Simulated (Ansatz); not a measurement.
# CdSiSb2 (II-IV-V2 ordering on zincblende lattice): maximally localised Wannier functions, part 3 of 3

Aim: build maximally localised Wannier functions for CdSiSb2 (II-IV-V2 ordering on zincblende lattice) from several sets of trial orbitals, and check spreads and centres. Plan: PBE, anion s p, 4×4×4; PBE, anion s p, 4×4×2; PBE, anion s p, 6×6×4; PBE, anion p, 4×4×4; PBE, all s p, disentangled, 4×4×4; PBE, metal d and anion p, 4×4×4; PBE, metal d, 4×4×4; r2SCAN, anion s p, 4×4×4; r2SCAN, metal d, 4×4×4 (level, trial orbitals, Wannier mesh).

Ansatz 0.2.0; plane waves, PAW; no spin-orbit coupling unless a run is so named. The steps go on from the part before.

### Step 8. PBE, metal d, 4×4×4

input.yaml reads:

```yaml
crystal:
  lattice:
    - [4.3462136376, 0.0, 0.0]
    - [0.0, 4.3462136376, 0.0]
    - [0.0, 0.0, 6.4620353499]
  atoms:
    - { symbol: Cd, position: [0.0, 0.0, 0.0] }
    - { symbol: Sb, position: [0.0, 0.5, 0.2671719476] }
    - { symbol: Si, position: [0.5, 0.5, 0.5] }
    - { symbol: Sb, position: [0.5, 0.0, 0.7328280524] }
kpoints:
  mp_grid: { grid: [4, 4, 4] }
  band_path:
    path:
      - [[0.0, 0.0, 0.0], [0.0, 0.5, 0.0], [0.5, 0.5, 1.014843105085e-32], [0.0, 0.0, 0.0], [4.754158554046e-49, 0.0, 0.5], [4.754158554046e-49, 0.5, 0.5], [0.5, 0.5, 0.5], [4.754158554046e-49, 0.0, 0.5]]
      - [[0.0, 0.5, 0.0], [4.754158554046e-49, 0.5, 0.5]]
      - [[0.5, 0.5, 1.014843105085e-32], [0.5, 0.5, 0.5]]
    npoints: 10
hamiltonian:
  xc: pbe
scf:
  occupations: { method: fermi_dirac, width: 0.02 }
  n_extra_bands: 6
output:
  forces: false
  stress: false
  eigenvalues: true
  wannier:
    kmesh: [4, 4, 4]
    projections: [{ species: Cd, l: d, shell: 4 }]
    minimise: true
    write_hr: true
    conv_tol: 1.0e-08
    max_iter: 3000
```

On the command line:

```
$ ansatz run input.yaml --threads 4 --pin off --max-ram 3686MiB --backend cpu --events-out ev --progress --plain --runs-dir out
```

Output:

```text
Warning: RAYON_NUM_THREADS=4 ignored (pool sized by the plan → 4); use --threads N
scf.n_extra_bands = 6 over 27 filled bands (N_el = 54.0): the run solves 33 bands
Engine: ansatz 0.2.0, x86_64-unknown-linux-gnu
Pseudopotentials: kind: paw
Pseudopotential: Cd, paw, valence charge 20, recommended cutoff 420 eV (normal), Cd.paw.azcp
Pseudopotential: Sb, paw, valence charge 15, recommended cutoff 420 eV (normal), Sb.paw.azcp
Pseudopotential: Si, paw, valence charge 4, recommended cutoff 420 eV (normal), Si.paw.azcp
Functional definition: PBE
  parameter kappa = 0.804
  parameter beta = 0.06672455060314922
  exchange = pbe_x(kappa = kappa, mu = beta*pi^2/3)
  correlation = pbe_c(beta = beta)
Crystal: 4 atoms, lattice volume = 122.065 Å³
Basis set: ecut = 420 eV, 2381 PW (Γ)
Bands: 33, of which v1, the nominal top of the filled ones, is band 27 counted from 1 (26 counted from 0)
Symmetry: 8 space group operations
Space group: P-4m2 (ITA 115), of the structure as read, at distance tolerance 5.0e-5 Å
k-points: 18 of 64 (time reversal used)
Non-local potential: Cd, projectors of the file, l = 0: 3, l = 1: 2, l = 2: 2, l = 3: 1
Non-local potential: Sb, projectors of the file, l = 0: 2, l = 1: 2, l = 2: 2, l = 3: 2
Non-local potential: Si, projectors of the file, l = 0: 2, l = 1: 2, l = 2: 2
PAW form: soft (Blöchl's): semilocal exchange-correlation on the pseudo side does not see the compensation charge
PAW one-centre angular grid: Cd, 590 points (default); XC on 64 Gauss nodes
PAW one-centre angular grid: Sb, 590 points (default); XC on 64 Gauss nodes
PAW one-centre angular grid: Si, 110 points (default); XC on 64 Gauss nodes
Initial density: superposition of atomic densities (neutral atoms: chi_scale 0, normalization atom), corrected by the library's trained network
Initial wavefunctions: pseudopotential atomic-orbital guess
Functional: x = pbe(κ = 0.804, μ = 0.2195149727645171), c = pbe(β = 0.06672455060314922)
SCF iter   1: F=—  HF=-21858.674333 eV  |F-HF|=—  |Δ(HF+E_count)|=         —  Δρ=1.81e-3  dr2=9.55e-3  ethr=1.77e-3  ⟨swp⟩=7.6  Hψ=2638  notcnv=0
preconditioner: auto → LDOS  [metal: Δε(μ)=0.054 eV  Ē_g=9.376 eV  σ=0.020 eV  W_gap=0.50  n_scr=28 (ndim 8)  ℏωp=17.1 eV  f_vac=0.080  D(μ)=2.49/eV (n_scr^D=14)  β→1.0]
SCF iter   2: F=—  HF=-21858.674415 eV  |F-HF|=—  |Δ(HF+E_count)|=   8.17e-5  Δρ=9.44e-4  dr2=1.44e-3  ethr=1.77e-5  ⟨swp⟩=2.9  Hψ=1289  notcnv=0  defer=20
SCF iter   3: F=—  HF=-21858.674326 eV  |F-HF|=—  |Δ(HF+E_count)|=   8.90e-5  Δρ=5.44e-4  dr2=6.42e-4  ethr=2.66e-6  ⟨swp⟩=2.0  Hψ=1076  notcnv=0  defer=20
SCF iter   4: F=—  HF=-21858.674191 eV  |F-HF|=—  |Δ(HF+E_count)|=   1.35e-4  Δρ=1.97e-4  dr2=1.15e-4  ethr=1.19e-6  ⟨swp⟩=2.7  Hψ=989  notcnv=0  defer=20
SCF iter   5: F=—  HF=-21858.674168 eV  |F-HF|=—  |Δ(HF+E_count)|=   2.33e-5  Δρ=6.51e-5  dr2=6.45e-6  ethr=2.12e-7  ⟨swp⟩=2.0  Hψ=988  notcnv=0  defer=20
SCF iter   6: F=—  HF=-21858.674145 eV  |F-HF|=—  |Δ(HF+E_count)|=   2.29e-5  Δρ=9.02e-6  dr2=1.14e-7  ethr=1.19e-8  ⟨swp⟩=2.0  Hψ=1042  notcnv=0  defer=20
SCF iter   7: F=-21858.674145 eV  HF=-21858.674145 eV  |F-HF|=1.68e-9  |Δ(HF+E_count)|=   4.64e-8  Δρ=2.31e-6  dr2=5.72e-9  ethr=1.85e-10  ⟨swp⟩=7.5  Hψ=1951  notcnv=0
SCF 1 converged in 7 iterations: F = -21858.674145 eV  dr2 = 5.72e-9
NSCF: frozen V_eff on 93 k-points
NSCF: frozen V_eff on 21 k-points
the Wannier pass solved 21 of the 64 points of its mesh, and has the states at the others by symmetry: states obtained by the crystal's operations at points that were solved too leave a residual of 3.62e-13 eV (read by the count's bands and the next), within 8.33e-6 eV
SCF converged after 7 iterations
Free energy (F): -21858.674145 eV
Harris-Foulkes:  -21858.674145 eV  (|F-HF|=1.68e-9)
Internal energy: -21858.670379 eV  (E = F + TS)
E sigma→0 (E₀):  -21858.672262 eV
Entropy (-TS):   -0.003766 eV (-0.941 meV/atom)
Fermi energy:    7.911783 eV
--- Per-component energies (eV) ---
  E_band       = -907.335539
  E_kinetic    = 958.533760
  E_local      = -8087.971409  (includes V_loc(G=0)·N_el)
  E_nonlocal   = 784.088799
  E_hartree    = 3715.996459
  E_xc         = -508.177348
  E_vxc        = -460.119596  (∫ρ·V_xc dr)
  E_paw        = -13747.723820  (= ΣΔE_a)
  E_vpaw       = -1533.865521  (= ΣTr[D̂ρ^β])
  E_aug_tail   = 0.000017  (compensation charges beyond the density's cutoff)
  E_ewald      = -4973.416837
  E_smearing   = -0.003766  (= −TS)
  E_closure    = 0.000000  (closes the sum)
  Σ components = -21858.674145   (vs F -21858.674145, Δ=0.00e0)
--- Band table (eV; the first three rows and the last of 18) ---
  k-point 0: bands = ["-94.8922", "-55.9553", "-55.9553", "-55.9257", "-21.0471", "-21.0471", "-21.0458", "-21.0457", "-20.9642", "-20.9621", "-20.9545", "-20.9545", "-20.9331", "-20.9313", "-3.6968", "-1.9621", "-0.9235", "-0.9235", "-0.8136", "-0.7627", "-0.4208", "1.2747", "4.8647", "4.8647", "7.2322", "7.4477", "8.0573", "8.0573", "8.2632", "9.8672", "10.4210", "10.4210", "11.3305"]
  k-point 1: bands = ["-94.8922", "-55.9553", "-55.9553", "-55.9257", "-21.0471", "-21.0471", "-21.0458", "-21.0457", "-20.9640", "-20.9623", "-20.9546", "-20.9546", "-20.9329", "-20.9316", "-3.6058", "-2.0623", "-0.9260", "-0.9260", "-0.8306", "-0.7878", "-0.7627", "2.0938", "4.9846", "4.9846", "5.6849", "7.5482", "7.5482", "8.2198", "8.3680", "10.5994", "11.2328", "11.2328", "11.2543"]
  k-point 2: bands = ["-94.8922", "-55.9553", "-55.9553", "-55.9257", "-21.0471", "-21.0471", "-21.0457", "-21.0456", "-20.9637", "-20.9626", "-20.9546", "-20.9546", "-20.9323", "-20.9322", "-3.4937", "-2.2051", "-1.0379", "-0.9285", "-0.9285", "-0.8088", "-0.7627", "3.1903", "4.3990", "5.1321", "5.1321", "7.1292", "7.1292", "8.2681", "8.5329", "11.1858", "11.6343", "12.2450", "12.2450"]
  k-point 17: bands = ["-94.8922", "-55.9554", "-55.9554", "-55.9257", "-21.0517", "-21.0459", "-21.0406", "-21.0406", "-20.9651", "-20.9651", "-20.9564", "-20.9545", "-20.9278", "-20.9278", "-1.9710", "-1.9710", "-0.8726", "-0.8191", "-0.7704", "-0.4444", "-0.1783", "-0.1783", "3.6680", "3.9568", "4.7254", "4.7254", "4.9665", "10.2495", "11.1003", "11.1003", "11.7632", "12.1162", "12.1162"]
Wannier search: line search 1 of at most 3000: gauge-dependent spread (as the search counts it) 0.6015426 Å², largest recent change 2.9e-2 Å² and fall left 2.3e-5 Å² against conv_tol 1.0e-8 Å², 0 stops escaped
```

Wall time 5 s (4 threads of Intel Xeon Platinum 8488C (Sapphire Rapids), shared host); peak memory 0.52 GiB.

wannier.win, as written (k points left out):

```
! ansatz wannier90 interface
! projections by site (counted from 0) and shell: 0 4D
! states of the run's bands (counted from 1): combinations of 17-22
! their least projectability: 0.5651
num_bands = 5
num_wann  = 5
num_iter  = 2000
conv_tol = 1e-8
conv_window = 5
guiding_centres = true
write_hr = true

begin unit_cell_cart
Ang
  4.3462136376  0.0  0.0
  0.0  4.3462136376  0.0
  0.0  0.0  6.4620353499
end unit_cell_cart

begin atoms_frac
Cd  0.0  0.0  0.0
Sb  0.0  0.5  0.2671719476
Si  0.5  0.5  0.5
Sb  0.5  0.0  0.7328280524
end atoms_frac

mp_grid = 4 4 4
```

wannier.win names the bands that the functions span: combinations of 17-22 (counted from 1; 27 are filled by count, though the bands overlap). Combinations are drawn from entangled bands, so such a model needn't follow any one band.

The head of wannier.spreads.toml:

```toml
omega_i_ang2 = 10.939849096190848
omega_d_ang2 = 0.16252110174155138
omega_od_ang2 = 0.4389885946276263
omega_total_ang2 = 11.541358792560025
least_projectability = 0.5650731780573212
b_vectors_match_mmn = true
n_iter = 8
converged = true
rejected_fitted_steps = 0
```

The functions (centres in Å, on-site energies from the highest level of the last filled band):

```tsv
n	x	y	z	spread (Å²)	on-site (eV)	nearest atoms	distance (Å)
1	0.000	0.000	0.000	0.667	-8.841	Cd1	0.00
2	0.000	0.000	-0.381	3.474	-8.815	Cd1	0.38
3	0.000	0.000	0.381	3.474	-8.815	Cd1	0.38
4	0.000	0.000	0.000	3.113	-8.800	Cd1	0.00
5	0.000	0.000	0.000	0.814	-8.872	Cd1	0.00
```

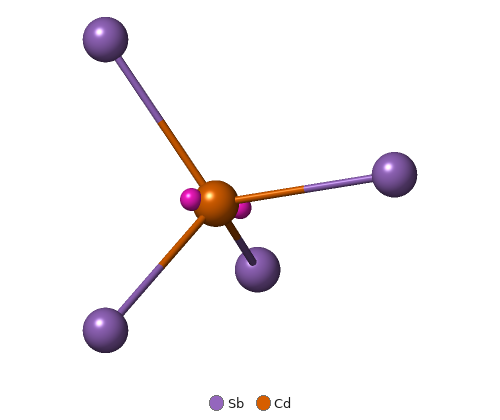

The centres of one cell as small magenta balls, with the atoms within 3.1 Å of them; no cell is drawn.

### Step 9. r2SCAN, anion s p, 4×4×4

Edit input.yaml of step 8 so:

```diff
@@ -19,3 +19,3 @@
 hamiltonian:
-  xc: pbe
+  xc: r2scan
 scf:
@@ -29,3 +29,3 @@
     kmesh: [4, 4, 4]
-    projections: [{ species: Cd, l: d, shell: 4 }]
+    projections: [{ species: Sb, l: s, shell: 5 }, { species: Sb, l: p, shell: 5 }]
     minimise: true
```

On the command line:

```
$ ansatz run input.yaml --threads 4 --pin off --max-ram 3686MiB --backend cpu --events-out ev --progress --plain --runs-dir out
```

Output:

```text
Warning: RAYON_NUM_THREADS=4 ignored (pool sized by the plan → 4); use --threads N
scf.n_extra_bands = 6 over 27 filled bands (N_el = 54.0): the run solves 33 bands
[... 2 set-up lines as earlier in the session ...]
Pseudopotential: Cd, paw, valence charge 20, recommended cutoff 500 eV (meta_gga), Cd.paw.azcp
Pseudopotential: Sb, paw, valence charge 15, recommended cutoff 500 eV (meta_gga), Sb.paw.azcp
Pseudopotential: Si, paw, valence charge 4, recommended cutoff 500 eV (meta_gga), Si.paw.azcp
Functional definition: r2SCAN
  parameter k0 = 0.174
  parameter k1 = 0.065
  parameter a1 = 4.9479
  exchange = r2scan_x(k0 = k0, k1 = k1, a1 = a1)
  correlation = r2scan_c
Crystal: 4 atoms, lattice volume = 122.065 Å³
Basis set: ecut = 500 eV, 3087 PW (Γ), exchange–correlation on 128×128×192 points (64 copies of the dense FFT grid, shifted against one another)
Bands: 33, of which v1, the nominal top of the filled ones, is band 27 counted from 1 (26 counted from 0)
[... 2 set-up lines as earlier in the session ...]
k-points: 18 of 64 (time reversal used)
[... 4 set-up lines as earlier in the session ...]
PAW frozen core: Cd, regenerated for the run's functional (the file was generated under x = pbe(κ = 0.804, μ = 0.2195149727645171), c = pbe(β = 0.06672455060314922))
PAW frozen core: Sb, regenerated for the run's functional (the file was generated under x = pbe(κ = 0.804, μ = 0.2195149727645171), c = pbe(β = 0.06672455060314922))
PAW frozen core: Si, regenerated for the run's functional (the file was generated under x = pbe(κ = 0.804, μ = 0.2195149727645171), c = pbe(β = 0.06672455060314922))
PAW one-centre angular grid: Cd, 590 points (default); XC on 160 Gauss nodes
PAW one-centre angular grid: Sb, 590 points (default); XC on 160 Gauss nodes
PAW one-centre angular grid: Si, 302 points (default); XC on 160 Gauss nodes
[... 2 set-up lines as earlier in the session ...]
Functional: x = r2scan, c = r2scan; τ floored in thin density (d = 2e-4 eV/Å³)
SCF iter   1: F=—  HF=-21905.078510 eV  |F-HF|=—  |Δ(HF+E_count)|=         —  Δρ=5.45e-3  dr2=5.83e-2  dr2_τ=1.43e-2  ethr=1.77e-3  ⟨swp⟩=7.7  Hψ=2669  notcnv=0
preconditioner: auto → LDOS  [insulator: Δε(μ)=0.155 eV  Ē_g=9.961 eV  σ=0.020 eV  W_gap=0.75  n_scr=28 (ndim 8)  ℏωp=17.1 eV  f_vac=0.079  D(μ)=1.18/eV (n_scr^D=2)  ε∞_Penn≈4.0  β→1.0]
SCF iter   2: F=—  HF=-21905.097359 eV  |F-HF|=—  |Δ(HF+E_count)|=   1.88e-2  Δρ=2.89e-3  dr2=3.63e-2  dr2_τ=4.71e-4  ethr=1.08e-4  ⟨swp⟩=4.3  Hψ=1383  notcnv=0  defer=23
SCF iter   3: F=—  HF=-21905.088697 eV  |F-HF|=—  |Δ(HF+E_count)|=   8.66e-3  Δρ=7.11e-4  dr2=8.30e-4  dr2_τ=2.57e-5  ethr=6.72e-5  ⟨swp⟩=4.0  Hψ=1191  notcnv=0  defer=23
SCF iter   4: F=—  HF=-21905.088688 eV  |F-HF|=—  |Δ(HF+E_count)|=   9.12e-6  Δρ=2.41e-4  dr2=7.59e-5  dr2_τ=5.23e-6  ethr=1.54e-6  ⟨swp⟩=2.0  Hψ=1034  notcnv=0  defer=23
SCF iter   5: F=—  HF=-21905.088646 eV  |F-HF|=—  |Δ(HF+E_count)|=   4.16e-5  Δρ=4.34e-5  dr2=1.82e-6  dr2_τ=1.62e-7  ethr=1.40e-7  ⟨swp⟩=2.0  Hψ=995  notcnv=0  defer=23
SCF iter   6: F=—  HF=-21905.088647 eV  |F-HF|=—  |Δ(HF+E_count)|=   1.33e-6  Δρ=2.04e-5  dr2=3.38e-7  dr2_τ=1.87e-8  ethr=3.38e-9  ⟨swp⟩=2.0  Hψ=1041  notcnv=0  defer=23
SCF iter   7: F=-21905.088648 eV  HF=-21905.088648 eV  |F-HF|=2.30e-8  |Δ(HF+E_count)|=   1.50e-7  Δρ=4.29e-6  dr2=1.61e-8  dr2_τ=9.61e-10  ethr=1.85e-10  ⟨swp⟩=8.9  Hψ=1997  notcnv=0
SCF 1 converged in 7 iterations: F = -21905.088648 eV  dr2 = 1.61e-8
NSCF: frozen V_eff on 93 k-points
NSCF: frozen V_eff on 21 k-points
the Wannier pass solved 21 of the 64 points of its mesh, and has the states at the others by symmetry: states obtained by the crystal's operations at points that were solved too leave a residual of 3.89e-13 eV (read by the count's bands and the next), within 8.33e-6 eV
NSCF: frozen V_eff on 21 k-points
the Wannier pass solved 21 of the 64 points of its mesh, and has the states at the others by symmetry: states obtained by the crystal's operations at points that were solved too leave a residual of 4.06e-13 eV (read by the count's bands and the next), within 8.33e-6 eV
SCF converged after 7 iterations
Free energy (F): -21905.088648 eV
Harris-Foulkes:  -21905.088648 eV  (|F-HF|=2.30e-8)
Internal energy: -21905.087222 eV  (E = F + TS)
E sigma→0 (E₀):  -21905.087935 eV
Entropy (-TS):   -0.001426 eV (-0.356 meV/atom)
Fermi energy:    7.778609 eV
--- Per-component energies (eV) ---
  E_band       = -953.718941
  E_kinetic    = 957.259740
  E_local      = -8091.875238  (includes V_loc(G=0)·N_el)
  E_nonlocal   = 785.566544
  E_hartree    = 3720.973815
  E_xc         = -473.536500
  E_vxc        = -500.288066  (∫ρ·V_xc dr)
  E_paw        = -13830.429627  (= ΣΔE_a)
  E_vpaw       = -1579.716253  (= ΣTr[D̂ρ^β])
  E_aug_tail   = 0.000009  (compensation charges beyond the density's cutoff)
  E_vtau       = 33.385745  (kinetic-family band-sum trace: ∫τ·v_τ [+ j·A + Jᵃ·Aᵃ] dr)
  E_ewald      = -4973.416837
  E_core_change = 0.370870  (= ΣΔE_core)
  E_smearing   = -0.001426  (= −TS)
  E_closure    = -0.000000  (closes the sum)
  Σ components = -21905.088648   (vs F -21905.088648, Δ=0.00e0)
--- Band table (eV; the first three rows and the last of 18) ---
  k-point 0: bands = ["-97.8984", "-58.0481", "-58.0481", "-58.0152", "-21.9376", "-21.9376", "-21.9326", "-21.9324", "-21.8427", "-21.8402", "-21.8368", "-21.8368", "-21.8123", "-21.8102", "-4.3348", "-2.4759", "-1.4128", "-1.4128", "-1.2873", "-1.2432", "-0.8693", "0.9125", "4.5554", "4.5554", "7.2810", "7.3399", "7.9065", "7.9065", "8.2682", "10.0946", "10.4846", "10.4846", "11.4431"]
  k-point 1: bands = ["-97.8984", "-58.0481", "-58.0481", "-58.0152", "-21.9376", "-21.9376", "-21.9326", "-21.9324", "-21.8424", "-21.8404", "-21.8369", "-21.8369", "-21.8120", "-21.8105", "-4.2419", "-2.5736", "-1.4156", "-1.4156", "-1.3085", "-1.2638", "-1.2432", "1.7877", "4.6812", "4.6812", "5.5783", "7.3827", "7.3827", "8.2193", "8.3759", "10.8597", "11.3299", "11.3299", "11.3887"]
  k-point 2: bands = ["-97.8984", "-58.0481", "-58.0481", "-58.0152", "-21.9376", "-21.9376", "-21.9326", "-21.9324", "-21.8421", "-21.8408", "-21.8369", "-21.8369", "-21.8113", "-21.8112", "-4.1286", "-2.7148", "-1.5375", "-1.4184", "-1.4184", "-1.2824", "-1.2432", "2.9687", "4.2004", "4.8355", "4.8355", "6.9473", "6.9473", "8.2709", "8.5515", "11.3793", "11.8475", "12.3911", "12.3911"]
  k-point 17: bands = ["-97.8985", "-58.0483", "-58.0483", "-58.0152", "-21.9430", "-21.9362", "-21.9265", "-21.9265", "-21.8436", "-21.8436", "-21.8389", "-21.8367", "-21.8062", "-21.8062", "-2.4840", "-2.4840", "-1.3566", "-1.3060", "-1.2434", "-0.9606", "-0.6127", "-0.6127", "3.4312", "3.6215", "4.4510", "4.4510", "4.7050", "10.3567", "11.2369", "11.2369", "11.8715", "12.2859", "12.2859"]
Wannier search: line search 1 of at most 3000: gauge-dependent spread (as the search counts it) 6.3257540 Å², largest recent change 2.4e0 Å² and fall left 1.5e-2 Å² against conv_tol 1.0e-8 Å², 0 stops escaped
```

It took 12 s on 4 threads of Intel Xeon Platinum 8488C (Sapphire Rapids), shared host; peak memory 0.72 GiB.

wannier.win names the bands that the functions span: 15-16, combinations of 17-28 (counted from 1; 27 are filled by count, though the bands overlap). Combinations are drawn from entangled bands, so such a model needn't follow any one band.

The head of wannier.spreads.toml:

```toml
omega_i_ang2 = 26.962955244609503
omega_d_ang2 = 0.09402592662845397
omega_od_ang2 = 1.5062899751411432
omega_total_ang2 = 28.5632711463791
least_projectability = 0.4692024453906984
b_vectors_match_mmn = true
n_iter = 23
converged = true
rejected_fitted_steps = 1
```

The functions (centres in Å, on-site energies from the highest level of the last filled band):

```tsv
n	x	y	z	spread (Å²)	on-site (eV)	nearest atoms	distance (Å)
1	0.000	2.877	1.252	3.406	-4.663	Sb2	0.85
2	1.470	0.000	5.210	3.406	-4.663	Sb4	0.85
3	-0.850	2.173	2.263	3.735	-6.037	Sb2	1.00
4	0.850	2.173	2.263	3.735	-6.037	Sb2	1.00
5	0.000	1.470	1.252	3.406	-4.663	Sb2	0.85
6	2.173	0.850	4.199	3.735	-6.037	Sb4	1.00
7	2.877	0.000	5.210	3.406	-4.663	Sb4	0.85
8	2.173	-0.850	4.199	3.735	-6.037	Sb4	1.00
```

### Step 10. r2SCAN, metal d, 4×4×4

Edit input.yaml of step 9 so:

```diff
@@ -29,3 +29,3 @@
     kmesh: [4, 4, 4]
-    projections: [{ species: Sb, l: s, shell: 5 }, { species: Sb, l: p, shell: 5 }]
+    projections: [{ species: Cd, l: d, shell: 4 }]
     minimise: true
```

On the command line:

```
$ ansatz run input.yaml --threads 4 --pin off --max-ram 3686MiB --backend cpu --events-out ev --progress --plain --runs-dir out
```

Output (excerpt; [...] marks lines left out):

```text
Warning: RAYON_NUM_THREADS=4 ignored (pool sized by the plan → 4); use --threads N
scf.n_extra_bands = 6 over 27 filled bands (N_el = 54.0): the run solves 33 bands
[...]
[... 4 set-up lines as earlier in the session ...]
[...]
SCF converged after 7 iterations
Free energy (F): -21905.088648 eV
[...]
E sigma→0 (E₀):  -21905.087935 eV
Entropy (-TS):   -0.001426 eV (-0.356 meV/atom)
Fermi energy:    7.778609 eV
[...]
--- Band table (eV; the first three rows and the last of 18) ---
[...]
Wannier search: line search 1 of at most 3000: gauge-dependent spread (as the search counts it) 0.6434563 Å², largest recent change 3.2e-2 Å² and fall left 2.7e-5 Å² against conv_tol 1.0e-8 Å², 0 stops escaped
```

It took 8.3 s on 4 threads of Intel Xeon Platinum 8488C (Sapphire Rapids), shared host; peak memory 0.72 GiB.

wannier.win names the bands that the functions span: combinations of 17-22 (counted from 1; 27 are filled by count, though the bands overlap). Combinations are drawn from entangled bands, so such a model needn't follow any one band.

The head of wannier.spreads.toml:

```toml
omega_i_ang2 = 11.216947897652354
omega_d_ang2 = 0.17054541862412229
omega_od_ang2 = 0.47287288441934844
omega_total_ang2 = 11.860366200695823
least_projectability = 0.5529341484049439
b_vectors_match_mmn = true
n_iter = 8
converged = true
rejected_fitted_steps = 0
```

The functions (centres in Å, on-site energies from the highest level of the last filled band):

```tsv
n	x	y	z	spread (Å²)	on-site (eV)	nearest atoms	distance (Å)
1	0.000	0.000	0.000	0.663	-9.163	Cd1	0.00
2	0.000	0.000	-0.391	3.576	-9.144	Cd1	0.39
3	0.000	0.000	0.391	3.576	-9.144	Cd1	0.39
4	0.000	0.000	0.000	3.222	-9.128	Cd1	0.00
5	0.000	0.000	0.000	0.824	-9.204	Cd1	0.00
```

### Step 11. Comparison

```tsv
run	functions	total spread (Å²)	invariant part (Å²)	mean spread (Å²)	time
PBE, anion s p, 4×4×4	8	28.962	27.355	3.620	6.5 s
PBE, anion s p, 4×4×2	8	22.796	21.111	2.850	5.6 s
PBE, anion s p, 6×6×4	8	31.874	30.271	3.984	7.5 s
PBE, anion p, 4×4×4	6	27.305	25.541	4.551	5.8 s
PBE, all s p, disentangled, 4×4×4	16	32.103	27.951	2.006	18 s
PBE, metal d and anion p, 4×4×4	11	31.328	28.396	2.848	6.3 s
PBE, metal d, 4×4×4	5	11.541	10.940	2.308	5 s
r2SCAN, anion s p, 4×4×4	8	28.563	26.963	3.570	12 s
r2SCAN, metal d, 4×4×4	5	11.860	11.217	2.372	8.3 s
```

### Step 12. Results

What follows sums up all 3 parts.

```
                                       quantity                                 value
            total spread, PBE, anion s p, 4×4×4             28.96 Å² over 8 functions
            total spread, PBE, anion s p, 4×4×2             22.80 Å² over 8 functions
            total spread, PBE, anion s p, 6×6×4             31.87 Å² over 8 functions
              total spread, PBE, anion p, 4×4×4             27.30 Å² over 6 functions
total spread, PBE, all s p, disentangled, 4×4×4            32.10 Å² over 16 functions
  total spread, PBE, metal d and anion p, 4×4×4            31.33 Å² over 11 functions
              total spread, PBE, metal d, 4×4×4             11.54 Å² over 5 functions
         total spread, r2SCAN, anion s p, 4×4×4             28.56 Å² over 8 functions
           total spread, r2SCAN, metal d, 4×4×4             11.86 Å² over 5 functions
                       centres of the first set  0.86 to 1.01 Å from the nearest atom
```

In words: With PBE, anion s p, 4×4×4 the 8 functions move off the atoms, with a mean spread of 3.62 Å²; 94 % of the total is gauge invariant. The total spread goes from 22.80 Å² on 4×4×2 to 31.87 Å² on 6×6×4: finite differences in k understate it on coarse meshes. On one set and mesh the functional gives 28.96 (PBE), 28.56 (r2SCAN) Å².
